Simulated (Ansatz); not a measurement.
# BNH₂: energies up the ladder, part 1 of 2

Wanted for BNH₂: energies up the ladder.

Method: the levels named in each step, in Ansatz 0.2.0.

**1. The structure to begin with**

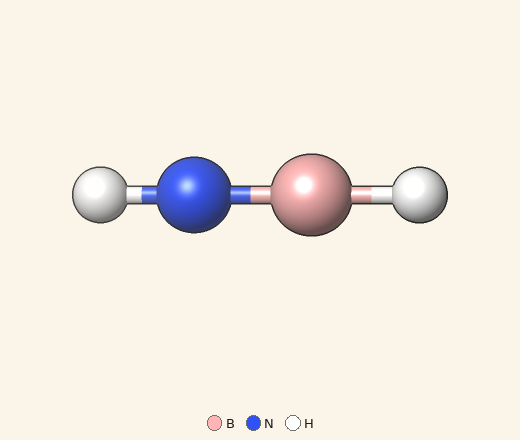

Start, viewed from a chosen angle; boron pink, nitrogen blue, hydrogen white.

Coordinates:

```xyz
4

B     0.0000    0.0000   -0.5824
N     0.0000    0.0000    0.6576
H     0.0000    0.0000   -1.7222
H     0.0000    0.0000    1.6470
```

**2. A rough first relaxation, PBE-D4/def2-SVP**

This run stands in another session on the same molecule. It ended at:

```xyz
4

B     0.0000    0.0000   -0.5791
N     0.0000    0.0000    0.6709
H     0.0000    0.0000   -1.7682
H     0.0000    0.0000    1.6763
```

**3. Relaxation, PBE0-D4/def2-TZVPP**

This run stands in another session on the same molecule. It ended at:

```xyz
4

B     0.0000    0.0000   -0.5714
N     0.0000    0.0000    0.6614
H     0.0000    0.0000   -1.7423
H     0.0000    0.0000    1.6524
```

**4. Frequencies, PBE0-D4/def2-TZVPP**

The input, input.yaml:

```yaml
crystal:
  periodic: [false, false, false]
  atoms:
    - { symbol: B, position_ang: [0.0, 0.0, -0.5713908] }
    - { symbol: "N", position_ang: [0.0, 0.0, 0.66135318] }
    - { symbol: H, position_ang: [0.0, 0.0, -1.74231802] }
    - { symbol: H, position_ang: [0.0, 0.0, 1.65235563] }
basis:
  gaussian: { orbitals: def2-TZVPP }
hamiltonian:
  xc: pbe0
  dispersion: d4
phonons: {}
```

Command:

```bash
$ ansatz run input.yaml --threads 2 --pin off --max-ram 5120MiB --backend cpu --events-out ev --progress --plain --runs-dir out
```

The program printed, cut to the lines that bear on the results:

```text
Warning: RAYON_NUM_THREADS=2 ignored (pool sized by the plan → 2); use --threads N
[...]
Functional definition: PBE0
[...]
442 factors; their error is unknown
[...]
mean field -2196.73959293 eV, -80.7286910367 hartree, gradient 1.2e-5 eV, S^2 0.000000; 0 other end points of the search recorded, 0 dependent functions left out
[...]
reference -2196.73961825 eV, -80.7286919673 hartree; 7, 7 occupied and 83, 83 virtual orbitals, 442 factors
[...]
442 factors; their error is unknown
[...]
mean field -2196.73957701 eV, -80.7286904515 hartree, gradient 6.7e-7 eV, S^2 0.000000; 0 other end points of the search recorded, 0 dependent functions left out
[...]
reference -2196.73960233 eV, -80.7286913820 hartree; 7, 7 occupied and 83, 83 virtual orbitals, 442 factors
[...]
442 factors; their error is unknown
mean field -2196.73957701 eV, -80.7286904515 hartree, gradient 6.7e-7 eV, S^2 0.000000; 0 other end points of the search recorded, 0 dependent functions left out
[...]
reference -2196.73960233 eV, -80.7286913820 hartree; 7, 7 occupied and 83, 83 virtual orbitals, 442 factors
[...]
442 factors; their error is unknown
[...]
mean field -2196.73957701 eV, -80.7286904515 hartree, gradient 6.7e-7 eV, S^2 0.000000; 0 other end points of the search recorded, 0 dependent functions left out
[...]
reference -2196.73960233 eV, -80.7286913820 hartree; 7, 7 occupied and 83, 83 virtual orbitals, 442 factors
[...]
442 factors; their error is unknown
[...]
reference -2196.73961583 eV, -80.7286918781 hartree; 7, 7 occupied and 83, 83 virtual orbitals, 442 factors
[...]
442 factors; their error is unknown
mean field -2196.73959051 eV, -80.7286909475 hartree, gradient 6.7e-7 eV, S^2 0.000000; 0 other end points of the search recorded, 0 dependent functions left out
[...]
reference -2196.73961583 eV, -80.7286918781 hartree; 7, 7 occupied and 83, 83 virtual orbitals, 442 factors
[...]
442 factors; their error is unknown
[...]
mean field -2196.73943069 eV, -80.7286850746 hartree, gradient 6.8e-7 eV, S^2 0.000000; 0 other end points of the search recorded, 0 dependent functions left out
[...]
reference -2196.73945603 eV, -80.7286860055 hartree; 7, 7 occupied and 83, 83 virtual orbitals, 442 factors
[...]
442 factors; their error is unknown
mean field -2196.73942983 eV, -80.7286850428 hartree, gradient 6.7e-7 eV, S^2 0.000000; 0 other end points of the search recorded, 0 dependent functions left out
[...]
reference -2196.73945514 eV, -80.7286859730 hartree; 7, 7 occupied and 83, 83 virtual orbitals, 442 factors
Total energy: -2196.76426289 eV, -80.7295976409 hartree
Atom 0 at     0.000000     0.000000    -0.571391 Å, force     0.000000    -0.000000    -0.000035 eV/Å
Atom 1 at     0.000000     0.000000     0.661353 Å, force    -0.000000     0.000000     0.000144 eV/Å
Atom 2 at     0.000000     0.000000    -1.742318 Å, force    -0.000000     0.000000    -0.000016 eV/Å
Atom 3 at     0.000000     0.000000     1.652356 Å, force    -0.000000    -0.000000    -0.000094 eV/Å
Dipole moment:     0.000000    -0.000000     0.000143 e Å
Vibrations: 486.17 486.17 750.26 750.26 1859.27 2886.25 3905.36 cm⁻¹, zero-point energy 0.689585 eV
```

Wall time 9.4 s (2 threads of Arm Neoverse V2, shared host); peak memory 0.11 GiB.

Harmonic frequencies (cm⁻¹; negative: imaginary): 486, 486, 750, 750, 1859, 2886, 3905.

**5. Single point, PBE-D4/def2-TZVPP**

Changes to input.yaml since step 4:

```diff
@@ -10,4 +10,3 @@
 hamiltonian:
-  xc: pbe0
+  xc: pbe
   dispersion: d4
-phonons: {}
```

Command:

```bash
$ ansatz run input.yaml --threads 2 --pin off --max-ram 5120MiB --backend cpu --events-out ev --progress --plain --runs-dir out
```

The program printed:

```text
Warning: RAYON_NUM_THREADS=2 ignored (pool sized by the plan → 2); use --threads N
Engine: ansatz 0.2.0, aarch64-unknown-linux-gnu
Functional definition: PBE
  parameter kappa = 0.804
  parameter beta = 0.06672455060314922
  exchange = pbe_x(kappa = kappa, mu = beta*pi^2/3)
  correlation = pbe_c(beta = beta)
442 factors; their error is unknown
mean field evaluation 1: about -2186.8171 eV, gradient 7.2e1 eV
mean field evaluation 2: about -2138.1773 eV, gradient 1.3e2 eV
mean field evaluation 4: about -2196.1994 eV, gradient 1.3e1 eV
mean field evaluation 8: about -2196.5936 eV, gradient 2.2e-1 eV
mean field evaluation 16: about -2196.5936 eV, gradient 4.9e-5 eV
mean field -2196.59360671 eV, -80.7233261420 hartree, gradient 4.9e-5 eV, S^2 0.000000; 0 other end points of the search recorded, 0 dependent functions left out
reference -2196.59364125 eV, -80.7233274114 hartree; 7, 7 occupied and 83, 83 virtual orbitals, 442 factors
Total energy: -2196.62388334 eV, -80.7244387875 hartree
```

It took 0.42 s on 2 threads of Arm Neoverse V2, shared host; peak memory 0.082 GiB.

**6. Single point, r2SCAN-D4/def2-TZVPP**

Changes to input.yaml since step 5:

```diff
@@ -10,3 +10,3 @@
 hamiltonian:
-  xc: pbe
+  xc: r2scan
   dispersion: d4
```

Command:

```bash
$ ansatz run input.yaml --threads 2 --pin off --max-ram 5120MiB --backend cpu --events-out ev --progress --plain --runs-dir out
```

The program printed:

```text
Warning: RAYON_NUM_THREADS=2 ignored (pool sized by the plan → 2); use --threads N
[... 1 set-up line as earlier in the session ...]
Functional definition: r2SCAN
  parameter k0 = 0.174
  parameter k1 = 0.065
  parameter a1 = 4.9479
  exchange = r2scan_x(k0 = k0, k1 = k1, a1 = a1)
  correlation = r2scan_c
442 factors; their error is unknown
mean field evaluation 1: about -2189.9590 eV, gradient 6.6e1 eV
mean field evaluation 2: about -2154.8073 eV, gradient 1.2e2 eV
mean field evaluation 4: about -2198.0486 eV, gradient 7.8e0 eV
mean field evaluation 8: about -2198.1983 eV, gradient 2.7e-2 eV
mean field evaluation 16: about -2198.1935 eV, gradient 3.4e-5 eV
mean field -2198.19345196 eV, -80.7821193706 hartree, gradient 3.4e-5 eV, S^2 0.000000; 0 other end points of the search recorded, 0 dependent functions left out
reference -2198.19346222 eV, -80.7821197476 hartree; 7, 7 occupied and 83, 83 virtual orbitals, 442 factors
Total energy: -2198.20026358 eV, -80.7823696927 hartree
```

It took 0.94 s on 2 threads of Arm Neoverse V2, shared host; peak memory 0.093 GiB.

**7. Single point, B3LYP-D4/def2-TZVPP**

Changes to input.yaml since step 6:

```diff
@@ -10,3 +10,3 @@
 hamiltonian:
-  xc: r2scan
+  xc: { name: B3LYP }
   dispersion: d4
```

Command:

```bash
$ ansatz run input.yaml --threads 2 --pin off --max-ram 5120MiB --backend cpu --events-out ev --progress --plain --runs-dir out
```

The program printed:

```text
Warning: RAYON_NUM_THREADS=2 ignored (pool sized by the plan → 2); use --threads N
[... 1 set-up line as earlier in the session ...]
Functional definition: B3LYP
  parameter a0 = 0.2
  parameter ax = 0.72
  parameter ac = 0.81
  exchange = (1 - a0 - ax)*slater_x + ax*b88_x + a0*exact_x
  correlation = (1 - ac)*vwn_rpa_c + ac*lyp_c
442 factors; their error is unknown
mean field evaluation 1: about -2191.6702 eV, gradient 6.6e1 eV
mean field evaluation 2: about -2163.7202 eV, gradient 1.1e2 eV
mean field evaluation 4: about -2199.7654 eV, gradient 6.5e0 eV
mean field evaluation 8: about -2199.8728 eV, gradient 1.7e-2 eV
mean field -2199.87277629 eV, -80.8438334013 hartree, gradient 1.3e-5 eV, S^2 0.000000; 0 other end points of the search recorded, 0 dependent functions left out
reference -2199.87297445 eV, -80.8438406835 hartree; 7, 7 occupied and 83, 83 virtual orbitals, 442 factors
Total energy: -2199.92210209 eV, -80.8456460910 hartree
```

It took 0.56 s on 2 threads of Arm Neoverse V2, shared host; peak memory 0.099 GiB.

**8. Single point, wB97M-V/def2-TZVPP**

Changes to input.yaml since step 7:

```diff
@@ -10,3 +10,2 @@
 hamiltonian:
-  xc: { name: B3LYP }
-  dispersion: d4
+  xc: { name: wB97M-V }
```

Command:

```bash
$ ansatz run input.yaml --threads 2 --pin off --max-ram 5120MiB --backend cpu --events-out ev --progress --plain --runs-dir out
```

The program printed, cut to the lines that bear on the results:

```text
Warning: RAYON_NUM_THREADS=2 ignored (pool sized by the plan → 2); use --threads N
[...]
Functional definition: wB97M-V
[...]
  gx(w, u) = 1 - cx + cx01*u + cx10*w
  gss(w, u) = css00 + css04*u^4 + css10*w + css20*w^2 + css43*w^4*u^3
  gos(w, u) = cos00 + cos10*w + (cos20 + cos21*u)*w^2 + (cos60 + cos61*u)*w^6
[...]
      + integral(e_c_pw_mod_opposite_spin*gos(b97_w_opposite, b97_u_opposite)) + vv10(b, c)
442 factors; their error is unknown
118 factors; integrals over basis functions are off by at most 5.6e-5 eV
[...]
mean field -2198.71369858 eV, -80.8012380813 hartree, gradient 4.9e-5 eV, S^2 0.000000; 0 other end points of the search recorded, 0 dependent functions left out
reference -2198.71373847 eV, -80.8012395470 hartree; 7, 7 occupied and 83, 83 virtual orbitals, 442 factors
Total energy: -2198.71373847 eV, -80.8012395470 hartree
```

Wall time 1.4 s (2 threads of Arm Neoverse V2, shared host); peak memory 0.13 GiB.

**9. Single point, B2PLYP/def2-TZVPP**

Changes to input.yaml since step 8:

```diff
@@ -10,2 +10,2 @@
 hamiltonian:
-  xc: { name: wB97M-V }
+  xc: { name: B2PLYP }
```

Command:

```bash
$ ansatz run input.yaml --threads 2 --pin off --max-ram 5120MiB --backend cpu --events-out ev --progress --plain --runs-dir out
```

The program printed, cut to the lines that bear on the results:

```text
Warning: RAYON_NUM_THREADS=2 ignored (pool sized by the plan → 2); use --threads N
[...]
Functional definition: B2PLYP
[...]
543 factors; integrals over basis functions are off by at most 1.1e-3 eV
[...]
mean field -2195.08615590 eV, -80.6679283466 hartree, gradient 6.0e-6 eV, S^2 0.000000; 0 other end points of the search recorded, 0 dependent functions left out
2 core orbitals not correlated: weight in the atoms' cores, before any rotation towards them, 1.000 or more for the frozen orbitals, at most 0.000 for the correlated occupied ones
reference -2195.08627929 eV, -80.6679328811 hartree; 5, 5 occupied and 83, 83 virtual orbitals, 543 factors
second order -10.16011714 eV of doubles, -0.00000000 eV of singles
Total energy: -2197.82951092 eV, -80.7687447840 hartree
```

It took 0.76 s on 2 threads of Arm Neoverse V2, shared host; peak memory 0.1 GiB.

**10. Single point, LDA/def2-TZVPP**

Changes to input.yaml since step 9:

```diff
@@ -10,2 +10,2 @@
 hamiltonian:
-  xc: { name: B2PLYP }
+  xc: lda
```

Command:

```bash
$ ansatz run input.yaml --threads 2 --pin off --max-ram 5120MiB --backend cpu --events-out ev --progress --plain --runs-dir out
```

The program printed:

```text
Warning: RAYON_NUM_THREADS=2 ignored (pool sized by the plan → 2); use --threads N
[... 1 set-up line as earlier in the session ...]
Functional definition: SPW92
  exchange = slater_x
  correlation = pw_c
442 factors; their error is unknown
mean field evaluation 1: about -2169.2388 eV, gradient 7.3e1 eV
mean field evaluation 2: about -2119.7912 eV, gradient 1.4e2 eV
mean field evaluation 4: about -2178.8928 eV, gradient 1.3e1 eV
mean field evaluation 8: about -2179.3014 eV, gradient 2.2e-1 eV
mean field evaluation 16: about -2179.3015 eV, gradient 2.9e-5 eV
mean field -2179.30147550 eV, -80.0878520410 hartree, gradient 2.9e-5 eV, S^2 0.000000; 0 other end points of the search recorded, 0 dependent functions left out
reference -2179.30150782 eV, -80.0878532287 hartree; 7, 7 occupied and 83, 83 virtual orbitals, 442 factors
Total energy: -2179.30150782 eV, -80.0878532287 hartree
```

Wall time 0.27 s (2 threads of Arm Neoverse V2, shared host); peak memory 0.078 GiB.

**11. Single point, PBE0-D4/def2-SVP**

Changes to input.yaml since step 10:

```diff
@@ -8,4 +8,5 @@
 basis:
-  gaussian: { orbitals: def2-TZVPP }
+  gaussian: { orbitals: def2-SVP }
 hamiltonian:
-  xc: lda
+  xc: pbe0
+  dispersion: d4
```

Command:

```bash
$ ansatz run input.yaml --threads 2 --pin off --max-ram 5120MiB --backend cpu --events-out ev --progress --plain --runs-dir out
```

The program printed:

```text
Warning: RAYON_NUM_THREADS=2 ignored (pool sized by the plan → 2); use --threads N
[... 2 set-up lines as earlier in the session ...]
  parameter a = 0.25
[... 2 set-up lines as earlier in the session ...]
  exchange = (1 - a)*pbe_x(kappa = kappa, mu = beta*pi^2/3) + a*exact_x
[... 1 set-up line as earlier in the session ...]
442 factors; their error is unknown
mean field evaluation 1: about -2188.7171 eV, gradient 5.2e1 eV
mean field evaluation 2: about -2172.7223 eV, gradient 9.2e1 eV
mean field evaluation 4: about -2194.2062 eV, gradient 2.7e0 eV
mean field evaluation 8: about -2194.2244 eV, gradient 8.0e-3 eV
mean field -2194.22441849 eV, -80.6362600808 hartree, gradient 9.3e-6 eV, S^2 0.000000; 0 other end points of the search recorded, 0 dependent functions left out
reference -2194.22443840 eV, -80.6362608126 hartree; 7, 7 occupied and 31, 31 virtual orbitals, 442 factors
Total energy: -2194.24908304 eV, -80.6371664863 hartree
```

Wall time 0.22 s (2 threads of Arm Neoverse V2, shared host); peak memory 0.07 GiB.

**12. Single point, PBE-D4/def2-SVP**

Changes to input.yaml since step 11:

```diff
@@ -10,3 +10,3 @@
 hamiltonian:
-  xc: pbe0
+  xc: pbe
   dispersion: d4
```

Command:

```bash
$ ansatz run input.yaml --threads 2 --pin off --max-ram 5120MiB --backend cpu --events-out ev --progress --plain --runs-dir out
```

The program printed, cut to the lines that bear on the results:

```text
Warning: RAYON_NUM_THREADS=2 ignored (pool sized by the plan → 2); use --threads N
[... 6 set-up lines as earlier in the session ...]
442 factors; their error is unknown
mean field evaluation 1: about -2186.3481 eV, gradient 6.1e1 eV
mean field evaluation 2: about -2145.4337 eV, gradient 1.3e2 eV
mean field evaluation 4: about -2193.8978 eV, gradient 7.4e0 eV
mean field evaluation 8: about -2194.0415 eV, gradient 9.3e-3 eV
mean field -2194.02740660 eV, -80.6290200272 hartree, gradient 6.2e-5 eV, S^2 0.000000; 0 other end points of the search recorded, 0 dependent functions left out
reference -2194.02743384 eV, -80.6290210284 hartree; 7, 7 occupied and 31, 31 virtual orbitals, 442 factors
Total energy: -2194.05767592 eV, -80.6301324044 hartree
```

It took 0.21 s on 2 threads of Arm Neoverse V2, shared host; peak memory 0.069 GiB.

**13. Single point, CCSD(T)/def2-TZVPP**

Changes to input.yaml since step 12:

```diff
@@ -8,5 +8,4 @@
 basis:
-  gaussian: { orbitals: def2-SVP }
-hamiltonian:
-  xc: pbe
-  dispersion: d4
+  gaussian: { orbitals: def2-TZVPP }
+correlation:
+  method: ccsd_t
```

Command:

```bash
$ ansatz run input.yaml --threads 2 --pin off --max-ram 5120MiB --backend cpu --events-out ev --progress --plain --runs-dir out
```

The program printed, cut to the lines that bear on the results:

```text
Warning: RAYON_NUM_THREADS=2 ignored (pool sized by the plan → 2); use --threads N
[...]
Functional definition: HF
[...]
543 factors; integrals over basis functions are off by at most 1.1e-3 eV
[...]
mean field -2185.87766559 eV, -80.3295225692 hartree, gradient 1.9e-6 eV, S^2 0.000000; 0 other end points of the search recorded, 0 dependent functions left out
2 core orbitals not correlated: weight in the atoms' cores, before any rotation towards them, 1.000 or more for the frozen orbitals, at most 0.000 for the correlated occupied ones
reference -2185.87766559 eV, -80.3295225692 hartree; 5, 5 occupied and 83, 83 virtual orbitals, 543 factors
second order -8.25390350 eV of doubles, -0.00000000 eV of singles
cycle   1  -8.26357091 eV  change   -9.7e-3 eV  update   7.5e-2
[...]
cycle   9  -8.55985676 eV  change    5.1e-6 eV  update   3.3e-6
perturbative correction -0.38756139 eV, -0.0142426185 hartree
Total energy: -2194.82508374 eV, -80.6583341217 hartree
```

Run time: 0.82 s. Hardware: 2 threads of Arm Neoverse V2, shared host; peak memory 0.21 GiB.

**14. Single point, CCSD(T)/def2-QZVPP**

Changes to input.yaml since step 13:

```diff
@@ -8,3 +8,3 @@
 basis:
-  gaussian: { orbitals: def2-TZVPP }
+  gaussian: { orbitals: def2-QZVPP.json }
 correlation:
```

Command:

```bash
$ ansatz run input.yaml --threads 2 --pin off --max-ram 5120MiB --backend cpu --events-out ev --progress --plain --runs-dir out
```

The program printed, cut to the lines that bear on the results:

```text
Warning: RAYON_NUM_THREADS=2 ignored (pool sized by the plan → 2); use --threads N
[...]
[... 1 set-up line as earlier in the session ...]
[...]
1054 factors; integrals over basis functions are off by at most 1.1e-3 eV
[...]
mean field -2185.98713337 eV, -80.3335454360 hartree, gradient 1.6e-6 eV, S^2 0.000000; 0 other end points of the search recorded, 0 dependent functions left out
2 core orbitals not correlated: weight in the atoms' cores, before any rotation towards them, 1.000 or more for the frozen orbitals, at most 0.000 for the correlated occupied ones
reference -2185.98713337 eV, -80.3335454360 hartree; 5, 5 occupied and 167, 167 virtual orbitals, 1054 factors
second order -8.82014671 eV of doubles, -0.00000000 eV of singles
cycle   1  -8.71745820 eV  change    1.0e-1 eV  update   7.4e-2
[...]
cycle   9  -9.02065428 eV  change    4.3e-6 eV  update   4.3e-6
perturbative correction -0.42597140 eV, -0.0156541601 hartree
Total energy: -2195.43375905 eV, -80.6807025265 hartree
```

Wall time 7 s (2 threads of Arm Neoverse V2, shared host); peak memory 1.1 GiB.

**15. Extrapolation to the basis-set limit**

CCSD(T)/CBS estimate, frozen core: CCSD(T) correlation extrapolated, from def2-TZVPP and def2-QZVPP: mean field -2186.0022 eV, total -2195.8186 eV. The exponents are 7.88 (mean field) and 2.97 (correlation).

**16. The cation of multiplicity 2 at the same geometry, PBE0-D4/def2-TZVPP**

Changes to input.yaml since step 14:

```diff
@@ -7,5 +7,10 @@
     - { symbol: H, position_ang: [0.0, 0.0, 1.65235563] }
+magnetization:
+  spin_polarized: true
+  initial_magnetization: 1
+total_charge: 1
 basis:
-  gaussian: { orbitals: def2-QZVPP.json }
-correlation:
-  method: ccsd_t
+  gaussian: { orbitals: def2-TZVPP }
+hamiltonian:
+  xc: pbe0
+  dispersion: d4
```

Command:

```bash
$ ansatz run input.yaml --threads 2 --pin off --max-ram 5120MiB --backend cpu --events-out ev --progress --plain --runs-dir out
```

The program printed, cut to the lines that bear on the results:

```text
Warning: RAYON_NUM_THREADS=2 ignored (pool sized by the plan → 2); use --threads N
[... 7 set-up lines as earlier in the session ...]
442 factors; their error is unknown
mean field evaluation 1: about -2158.9921 eV, gradient 7.4e1 eV
mean field evaluation 2: about -2098.6286 eV, gradient 1.1e2 eV
mean field evaluation 4: about -2180.7685 eV, gradient 2.8e1 eV
mean field evaluation 8: about -2185.4289 eV, gradient 1.8e-1 eV
mean field evaluation 16: about -2185.4296 eV, gradient 3.2e-4 eV
mean field evaluation 32: about -2181.4196 eV, gradient 3.0e0 eV
mean field -2185.42955630 eV, -80.3130548568 hartree, gradient 5.2e-6 eV, S^2 0.753460; 2 other end points of the search recorded, 0 dependent functions left out
reference -2185.42957561 eV, -80.3130555663 hartree; 7, 6 occupied and 83, 84 virtual orbitals, 442 factors
Total energy: -2185.44670325 eV, -80.3136849953 hartree
```

It took 1.7 s on 2 threads of Arm Neoverse V2, shared host; peak memory 0.12 GiB.

**17. The cation of multiplicity 2 at the same geometry, PBE-D4/def2-TZVPP**

Changes to input.yaml since step 16:

```diff
@@ -14,3 +14,3 @@
 hamiltonian:
-  xc: pbe0
+  xc: pbe
   dispersion: d4
```

Command:

```bash
$ ansatz run input.yaml --threads 2 --pin off --max-ram 5120MiB --backend cpu --events-out ev --progress --plain --runs-dir out
```

The program printed, cut to the lines that bear on the results:

```text
Warning: RAYON_NUM_THREADS=2 ignored (pool sized by the plan → 2); use --threads N
[... 6 set-up lines as earlier in the session ...]
442 factors; their error is unknown
mean field evaluation 1: about -2153.1808 eV, gradient 8.5e1 eV
mean field evaluation 2: about -2011.9402 eV, gradient 1.4e2 eV
mean field evaluation 4: about -2175.6535 eV, gradient 4.1e1 eV
mean field evaluation 8: about -2185.0829 eV, gradient 1.2e-1 eV
mean field evaluation 16: about -2185.0743 eV, gradient 3.8e-4 eV
mean field evaluation 32: about -2184.8851 eV, gradient 6.8e0 eV
mean field -2185.07426293 eV, -80.2999980663 hartree, gradient 2.5e-5 eV, S^2 0.752738; 4 other end points of the search recorded, 0 dependent functions left out
reference -2185.07429003 eV, -80.2999990620 hartree; 7, 6 occupied and 83, 84 virtual orbitals, 442 factors
Total energy: -2185.09531366 eV, -80.3007716662 hartree
```

Wall time 2.2 s (2 threads of Arm Neoverse V2, shared host); peak memory 0.12 GiB.

(Continued in part 2 of 2.)
